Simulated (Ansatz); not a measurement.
CuI (zinc blende)

```yaml
crystal:
  lattice:
    - [0.00000, 3.01151, 3.01151]
    - [3.01151, 0.00000, 3.01151]
    - [3.01151, 3.01151, 0.00000]
  atoms:
    - { symbol: I, position: [0.75000, 0.75000, 0.75000] }
    - { symbol: Cu, position: [0.00000, 0.00000, 0.00000] }
```

E(V) scan at fixed shape, V₀ the volume above. Symmetry pins the atoms to their sites.

All values below come from r2SCAN (plane waves to 500 eV, PAW, scalar-relativistic; Ansatz, an electronic-structure program). k mesh 10×10×10 (Γ-centred), Fermi-Dirac smearing 0.05 eV. E stands for the smeared free energy. CuI is run without spin polarisation. CuI was relaxed with its symmetry unable to fall. Spin-orbit coupling is left out, though I is heavy. ΔE is measured from the relaxed starting cell.

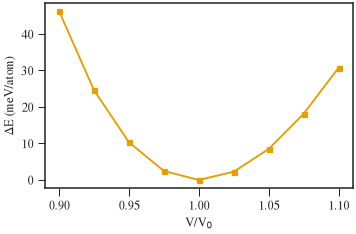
ΔE (meV/atom) against V/V₀; computed points joined by lines.

### Question
What is ΔE at V/V₀ = 0.900?

### Answer
About 46 meV/atom.

### Question
What is ΔE at V/V₀ = 1.100?

### Answer
About 31 meV/atom.

### Question
What bulk modulus B₀ follows from a third-order Birch-Murnaghan fit?

### Answer
About 44 GPa.

(A scan under strain: stresses follow from slopes of the energy per volume, elastic moduli from its curvatures.)
